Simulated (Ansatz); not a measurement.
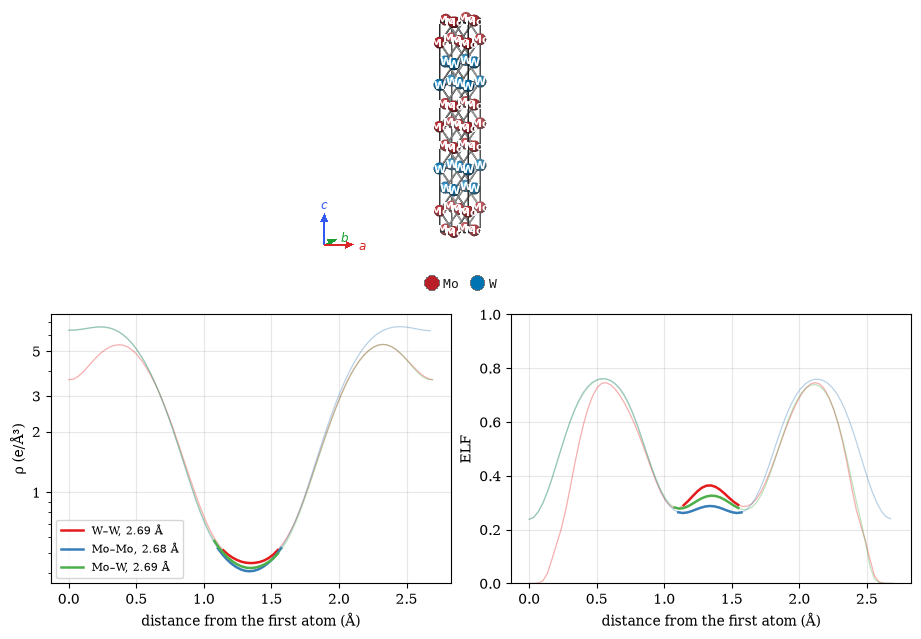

The picture shows: Mo3W2. Valence charge density (pseudo) and electron localisation function along straight lines between neighbouring atoms. Thin, pale parts lie inside the atomic spheres. The structure is drawn too.

Space group Fmmm; a structure generated by program, which may or may not match a known phase; changed on purpose from its base cell (volume × 0.94, shape and atoms relaxed); computed pressure about 20 GPa in this cell; computed without spin polarisation.

The calculation used DFT PBE, scalar-relativistic, plane waves, PAW (Ansatz 0.2.0).

Core electrons are frozen (PAW), and the valence fields are smoothed inside the atomic spheres.

Compare the contacts.

Answer. W–W (2.69 Å): ρ at the midpoint is about 0.45 e/Å³; the ELF is about 0.35 at the midpoint.
Mo–Mo (2.68 Å): ρ at the midpoint is about 0.41 e/Å³; the ELF is about 0.30 at the midpoint: no localised pair shows between them.
Mo–W (2.69 Å): ρ at the midpoint is about 0.42 e/Å³; the ELF is about 0.35 at the midpoint.
